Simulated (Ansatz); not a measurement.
**FH3Si···NH3: density, localisation and related maps**

Input file:

```
crystal:
  periodic: [false, false, false]
  atoms:
    - { symbol: Si, position_ang: [0.178032, 0.030878, -0.017595] }
    - { symbol: F, position_ang: [0.340458, -0.105547, 1.58881] }
    - { symbol: H, position_ang: [1.58159, 0.070578, -0.555473] }
    - { symbol: H, position_ang: [-0.504991, 1.310508, -0.395724] }
    - { symbol: H, position_ang: [-0.51227, -1.171431, -0.588879] }
    - { symbol: "N", position_ang: [-2.566714, -0.064572, 1.26438] }
    - { symbol: H, position_ang: [-2.573593, -0.630625, 0.410391] }
    - { symbol: H, position_ang: [-2.423212, 0.913507, 0.993856] }
    - { symbol: H, position_ang: [-1.750399, -0.353295, 1.840433] }
basis:
  gaussian: { orbitals: def2-SVP }
hamiltonian:
  xc: pbe
  dispersion: d4
relax:
  f_tol: 0.03
  max_steps: 50
output:
  orbitals: {}
```

Run with:

```sh
ansatz run input.yaml --threads 1 --pin off --max-ram 2048MiB --backend cpu --events-out ev --progress --plain --runs-dir out
```

The fields are those of the run's last geometry, not of the input's.

All numbers below come from RKS PBE-D4/def2-SVP in Ansatz.

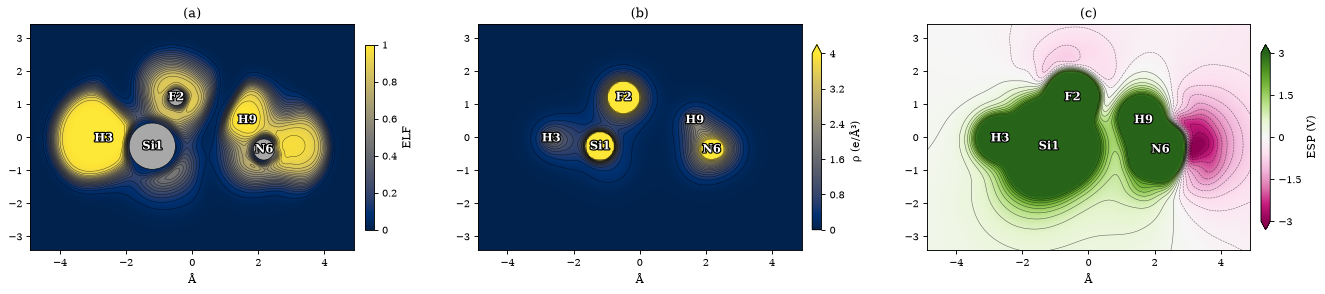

Figure 1. (a) ELF; (b) electron density; (c) molecular electrostatic potential on the plane of atoms F2, Si1 and H3. Grey discs cover the atomic cores in the ELF map.

What does the map show?

Answer. The plane passes through Si, F, H and N nuclei. F2···H9 (2.25 Å): the density falls to about 0.09 e/Å³ on the way; the ELF dips to about 0.05 between them (by its geometry a hydrogen bond between the two molecules, with no shared pair). Si–F (1.65 Å): ρ at the midpoint is about 0.95 e/Å³; the ELF peaks at about 0.85 in the valence shell of F, 0.6 Å from its nucleus, and is about 0.40 at the midpoint. N–H (1.03 Å): the density is about 2.7 e/Å³ at the midpoint; the ELF climbs to about 1 towards the hydrogen, as it does in any bond to H: an ordinary covalent bond to hydrogen. Si–H (1.50 Å): the density is about 0.76 e/Å³ at the midpoint; the ELF climbs to about 1 towards the hydrogen. The ELF also peaks beside N6 and F2, away from the bonds: lone-pair regions. Outside the dense part of the complex the potential is most negative (−3.1 V) near N6.

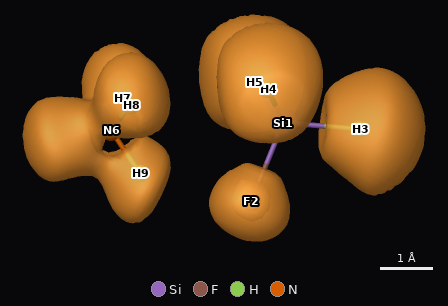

Figure 2. Isosurface of the ELF at 0.75 (orange), seen across its widest extent. Only the valence region is drawn (cores and ρ < 0.01 e/Å³ removed).

What do the ELF domains correspond to?

Answer. At this value the surface marks out three regions around hydrogen nuclei, one region wrapped around F (its lone pairs, merged into a ring or cap) and one joined region spread over several atoms (H, N), in which their bonds and any lone pairs are merged.

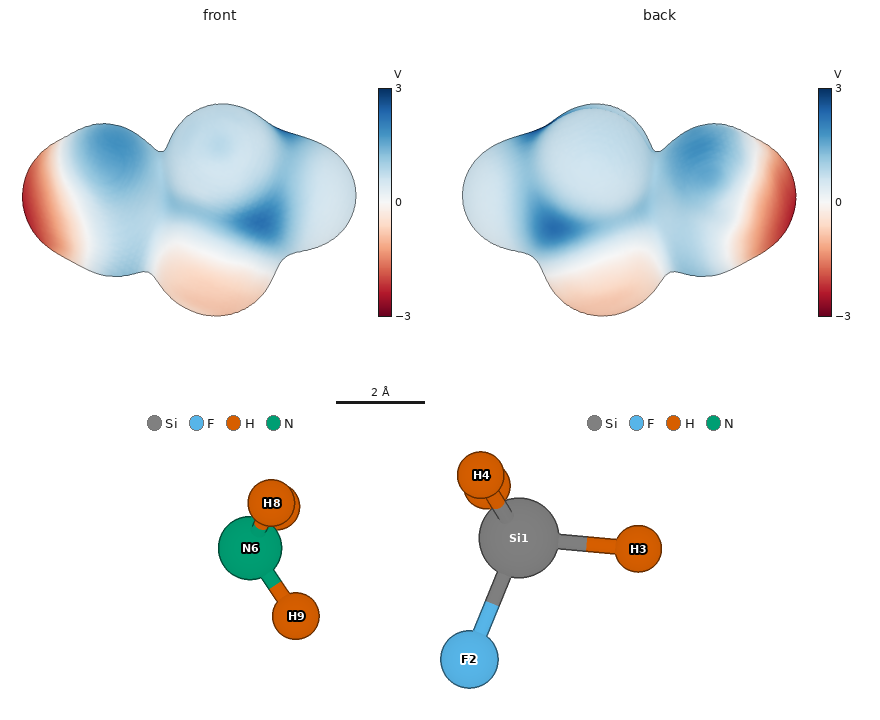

Figure 3. The electrostatic potential painted on the density surface at 0.004 e/bohr³, seen from the front and from behind; the colour scale runs from red (negative) to blue (positive). The bare structure is drawn below in the same view.

Which sites attract a positive test charge, and which a negative one?

Answer. A positive charge is drawn to the negative regions and a negative charge to the positive ones. The most negative region (about −2.3 V) lies over N6, the most positive (about +2.8 V) over Si1. N6 is the likeliest acceptor of a hydrogen bond.
